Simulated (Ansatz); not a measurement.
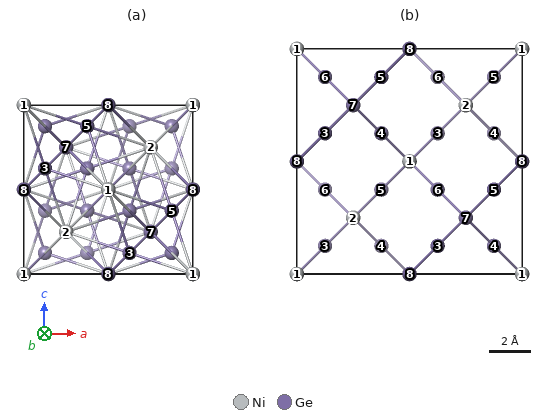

The structure of solid NiGe3 (a generated structure, set up in Fd-3m) (coarse preliminary run) before (left) and after (right) a relaxation, at one scale.

A ball-and-stick model of the conventional cell (4 times the calculation's cell), seen along the b axis. Lengths and directions refer to the drawn axes.

Computed with DFT PBE, scalar-relativistic, plane waves, PAW (Ansatz 0.2.0).

Input
```yaml
crystal:
  lattice:
    - [0.0, 4.14789188, 4.14789188]
    - [4.14789188, 0.0, 4.14789188]
    - [4.14789188, 4.14789188, 0.0]
  atoms:
    - { symbol: Ni, position: [0.0, 0.0, 0.0], spin: 2.0 }
    - { symbol: Ni, position: [0.25, 0.25, 0.25], spin: 2.0 }
    - { symbol: Ge, position: [0.625, 0.625, 0.625] }
    - { symbol: Ge, position: [0.625, 0.625, 0.125] }
    - { symbol: Ge, position: [0.625, 0.125, 0.625] }
    - { symbol: Ge, position: [0.125, 0.625, 0.625] }
    - { symbol: Ge, position: [0.75, 0.75, 0.75] }
    - { symbol: Ge, position: [0.5, 0.5, 0.5] }
basis:
  ecutwfc: 420
kpoints:
  mp_grid: { grid: [4, 4, 4] }
hamiltonian:
  xc: pbe
scf:
  occupations: { method: gaussian, width: 0.1 }
  lower_state_search: "off"
output:
  forces: true
  stress: true
  eigenvalues: true
  populations: true
magnetization:
  spin_polarized: true
relax:
  adjacent_minimum: "off"
  f_tol: 0.04
  max_steps: 70
  cell: { stress_tol: 0.4 }
```

Command:
```bash
ansatz run input.yaml --threads 1 --pin off --max-ram 2560MiB --backend cpu --events-out ev --progress --plain --runs-dir out
```

Question: Summarise the run.

Answer: Over 9 accepted moves (12 points after the start) the energy falls by 3497 meV per atom. All forces vanish by symmetry, so only the cell relaxes. Pressure: 101.53 GPa at the start and 0.25 GPa at the end. The SCF was repeated 3 times at an unchanged geometry on a basis and grid sized afresh for the cell, which shifted the energy by 222 meV per atom at most. No atom moves by more than 0.005 Å relative to the cell. The drawn cell changes as follows: a = b = c 8.296 → 11.054 Å (+33.3 %); the volume changes by +136.6 %. Some distances before and after: Ni1–Ge7 3.592 → 4.787 Å, Ni1–Ge3 3.439 → 4.583 Å, Ge3–Ge7 1.796 → 2.393 Å. The space group stays Fd-3m (No. 227). Cost: 6.4 min on 1 thread of Arm Neoverse V1 (shared host), peak memory 0.82 GiB.
